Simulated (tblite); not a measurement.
# Frequency calculation of C4H6ClFGe (charge +1)

C4H6ClFGe, charge +1, multiplicity 2, computed with GFN2-xTB harmonic vibrations, gas phase (tblite 0.8.0).

It belongs to a series of runs on one base structure; here: electron removed.

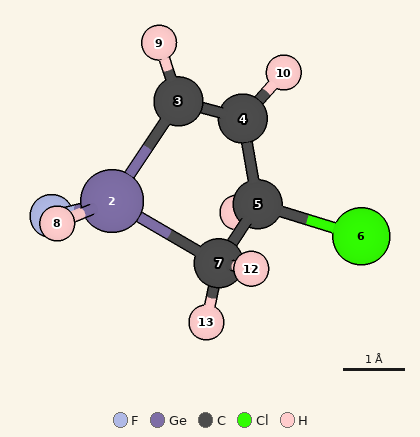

Fig. 1: The structure as given in the input (ball-and-stick view, seen at a tilt; atoms are numbered from 1 in the order of the input). Sticks mark near contacts.

**The input**
```
{"job": {"kind": "ir", "xc": "GFN2-xTB", "basis": "xTB"}, "charge": 1, "multiplicity": 2}
F      2.319038     0.014746     1.156065
Ge     1.615602     0.011615    -0.425119
C      0.247245     1.495664    -0.442341
C     -0.900157     1.100991     0.072635
C     -1.034861    -0.307984     0.565733
Cl    -2.606717    -1.099729     0.195917
C     -0.071785    -1.237304    -0.138919
H      2.794582    -0.293422    -1.327700
H      0.497612     2.480986    -0.799813
H     -1.738320     1.772832     0.214245
H     -0.915177    -0.321312     1.654862
H     -0.377604    -1.473574    -1.158345
H      0.166151    -2.143023     0.415052
```

The first line tells a small driver script what to run in tblite; the rest is the geometry in Å.

Launched with:
```bash
OMP_NUM_THREADS=1 python <driver script> task.json out
```

**Log**
```
mode    cm-1     km/mol
  1      58.5      9.49
  2     111.7      7.00
  3     134.5      1.30
  4     197.9     17.42
  5     246.9     12.95
  6     280.7      6.71
  7     320.9     10.19
  8     393.0     22.43
  9     420.4      3.72
 10     479.0     10.91
 11     508.3    107.66
 12     568.2     26.69
 13     585.0      4.10
 14     696.1     14.14
 15     724.7     49.60
 16     760.7     13.80
 17     807.0     16.43
 18     893.2     23.12
 19     983.8     58.32
 20    1012.1     11.53
 21    1033.6    107.74
 22    1105.5      5.16
 23    1138.9      8.06
 24    1156.7     68.69
 25    1213.9      2.84
 26    1378.0      4.72
 27    1619.5     42.29
 28    1860.4    121.51
 29    2904.5      6.42
 30    2965.3     10.62
 31    3004.7      5.45
 32    3027.2     35.04
 33    3071.5     73.60
```

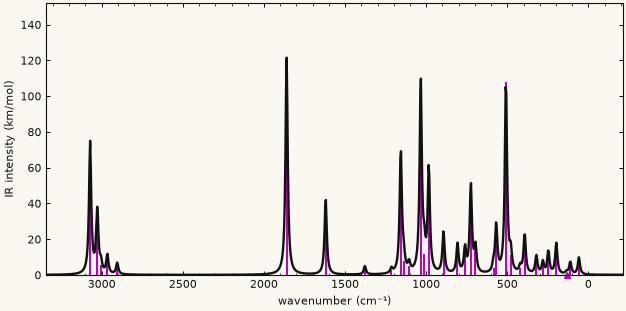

Fig. 2: Harmonic infrared spectrum, unscaled: sticks (degenerate modes added up, dark ones marked on the axis) with a Lorentzian envelope of 16 cm⁻¹ full width, scaled to the tallest stick. 33 modes from 58 to 3072 cm⁻¹, none imaginary. The strongest line is at 1860 cm⁻¹ (122 km/mol).

**Summary**

- outcome: converged
- total energy: −607.6108 eV
- zero-point energy: 50.9820 kcal/mol
- hardware: 1 CPU thread, shared host
- peak memory: 0.18 GiB
